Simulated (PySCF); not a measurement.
# CH2Se (methaneselone) at TPSS/def2-TZVPP

What is the vertical singlet–triplet gap of CH2Se (methaneselone) at TPSS/def2-TZVPP? 

Program for the calculation: PySCF 2.14.0.

1 further run of the same task is left out (set aside as unsound or not needed).

### 1 The system as given

The species is CH2Se (4 atoms), meant as a singlet with charge 0. SMILES: `C=[Se]`. The coordinates come from a PBE0-D4/def2-TZVP relaxation.

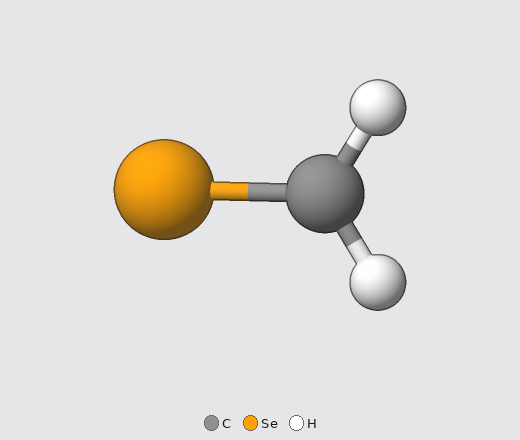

The structure, seen from a chosen angle (carbon grey, selenium orange, hydrogen white).

### 2 The energy at TPSS/def2-TZVPP

The input, input.py:

```python
# C=[Se]
from pyscf import gto, dft

system = gto.M(
    atom='C -0.129440 -0.027430 -0.068180; Se 1.384110 0.293380 0.729180; H -0.586530 -1.013730 -0.053570; H -0.668140 0.747780 -0.607410',
    basis='def2-tzvpp',
    max_memory=1860,
    verbose=3,
)

myscf = dft.RKS(system, xc='tpss')
myscf.conv_tol = 1e-10
myscf.grids.level = 5
myscf.kernel()
if not myscf.converged:
    myscf = myscf.newton().run(myscf.mo_coeff, myscf.mo_occ)

e_final = myscf.e_tot
print('E(%s) = %.9f' % ('TPSS', e_final))
```

Command:

```console
$ OMP_NUM_THREADS=1 python input.py
```

Output:

```text
converged SCF energy = -2440.77497057991
E(TPSS) = -2440.774970580
```

Wall time 27 s (1 thread of Arm Neoverse V1, shared host); peak memory 0.58 GiB.

### 3 The triplet at the same level

The input, calc.py:

```python
from pyscf import gto, dft

mol = gto.M(
    atom='''
C   -0.129440  -0.027430  -0.068180
Se   1.384110   0.293380   0.729180
H   -0.586530  -1.013730  -0.053570
H   -0.668140   0.747780  -0.607410
''',
    verbose=4,
    basis='def2-tzvpp',
    max_memory=1860,
    spin=2,
)

mf = dft.UKS(mol, xc='tpss')
mf.grids.level = 5
mf.conv_tol = 1e-10
mf.kernel()
if not mf.converged:
    mf = mf.newton().run(mf.mo_coeff, mf.mo_occ)

e_tot = mf.e_tot
print('Final energy', e_tot)
```

Command:

```console
$ OMP_NUM_THREADS=1 python calc.py
```

Output:

```text
PySCF version 2.14.0

[INPUT] num. atoms = 4
[INPUT] num. electrons = 42
[INPUT] charge = 0
[INPUT] spin (= nelec alpha-beta = 2S) = 2
[INPUT] symmetry False subgroup None
[INPUT] Mole.unit = angstrom
[INPUT] Symbol           X                Y                Z      unit          X                Y                Z       unit  Magmom
[INPUT]  1 C     -0.129440000000  -0.027430000000  -0.068180000000 AA   -0.244606149564  -0.051835187597  -0.128841527173 Bohr   0.0
[INPUT]  2 Se     1.384110000000   0.293380000000   0.729180000000 AA    2.615588826272   0.554407850425   1.377950495510 Bohr   0.0
[INPUT]  3 H     -0.586530000000  -1.013730000000  -0.053570000000 AA   -1.108381063841  -1.915672064255  -0.101232628493 Bohr   0.0
[INPUT]  4 H     -0.668140000000   0.747780000000  -0.607410000000 AA   -1.262601612867   1.413099401427  -1.147838545322 Bohr   0.0

nuclear repulsion = 82.5950507728859
number of shells = 39
number of NR pGTOs = 181
number of NR cGTOs = 107
basis = def2-tzvpp
ecp = {}

******** <class 'pyscf.dft.uks.UKS'> ********
method = UKS
initial guess = minao
damping factor = 0
level_shift factor = 0
DIIS = <class 'pyscf.scf.diis.CDIIS'>
diis_start_cycle = 1
diis_space = 8
diis_damp = 0
SCF conv_tol = 1e-10
SCF conv_tol_grad = None
SCF max_cycles = 50
direct_scf = True
direct_scf_tol = 1e-13
number electrons alpha = 22  beta = 20
XC library pyscf.dft.libxc version 7.0.0
    S. Lehtola, C. Steigemann, M. J.T. Oliveira, and M. A.L. Marques.,  SoftwareX 7, 1–5 (2018)
XC functionals = tpss
    J. Tao, J. P. Perdew, V. N. Staroverov, and G. E. Scuseria.,  Phys. Rev. Lett. 91, 146401 (2003)
    J. Tao, J. P. Perdew, V. N. Staroverov, and G. E. Scuseria.,  Phys. Rev. Lett. 91, 146401 (2003)
radial grids:
    Treutler-Ahlrichs [JCP 102, 346 (1995); DOI:10.1063/1.469408] (M4) radial grids

becke partition: Becke, JCP 88, 2547 (1988); DOI:10.1063/1.454033
pruning grids: <function nwchem_prune>
grids dens level: 5
symmetrized grids: False
atomic radii adjust function: <function treutler_atomic_radii_adjust>
small_rho_cutoff = 0
Set gradient conv threshold to 1e-05
tot grids = 134800
init E= -2439.95620743732
[... the frontier-level lines of each cycle are left out ...]


cycle= 1 E= -2440.6586375763  delta_E= -0.702  |g|= 0.429  |ddm|= 1.32


cycle= 2 E= -2440.45548968246  delta_E= 0.203  |g|= 0.719  |ddm|= 0.706


cycle= 3 E= -2440.70885832088  delta_E= -0.253  |g|= 0.127  |ddm|= 0.579


cycle= 4 E= -2440.71992056618  delta_E= -0.0111  |g|= 0.0331  |ddm|= 0.145


cycle= 5 E= -2440.7205897113  delta_E= -0.000669  |g|= 0.00769  |ddm|= 0.0274


cycle= 6 E= -2440.72062595965  delta_E= -3.62e-05  |g|= 0.00329  |ddm|= 0.0107


cycle= 7 E= -2440.72063271669  delta_E= -6.76e-06  |g|= 0.000732  |ddm|= 0.00431


cycle= 8 E= -2440.7206330918  delta_E= -3.75e-07  |g|= 0.000241  |ddm|= 0.000973


cycle= 9 E= -2440.72063314065  delta_E= -4.89e-08  |g|= 4.43e-05  |ddm|= 0.000353


cycle= 10 E= -2440.72063314225  delta_E= -1.6e-09  |g|= 1.42e-05  |ddm|= 7.03e-05


cycle= 11 E= -2440.72063314241  delta_E= -1.53e-10  |g|= 2.33e-06  |ddm|= 1.73e-05


cycle= 12 E= -2440.7206331424  delta_E= 2.73e-12  |g|= 1.37e-06  |ddm|= 3.62e-06


Extra cycle  E= -2440.72063314241  delta_E= -4.55e-12  |g|= 2.32e-06  |ddm|= 2.38e-06
converged SCF energy = -2440.72063314241  <S^2> = 2.0059042  2S+1 = 3.0039336
Final energy -2440.7206331424086
```

Wall time 61 s (1 thread of Arm Neoverse V1, shared host); peak memory 0.61 GiB.

### 4 Summary of results

At TPSS/def2-TZVPP:

```
                                        quantity           value
                           singlet: total energy  -2440.77497 Eh
                          singlet: dipole moment          1.54 D
                            singlet: HOMO energy        -5.37 eV
                            singlet: LUMO energy        -3.58 eV
                          singlet: HOMO–LUMO gap         1.79 eV
                           triplet: total energy  -2440.72063 Eh
                          triplet: dipole moment          0.40 D
     triplet: HOMO energy (highest over α and β)        -3.98 eV
                                   triplet: ⟨S²⟩           2.006
vertical energy of the triplet above the singlet        1.479 eV
```

At this shape the triplet lies 1.48 eV (143 kJ/mol) above the singlet. Mulliken charges (triplet) run from -0.27 on C1 to +0.09 on Se2.
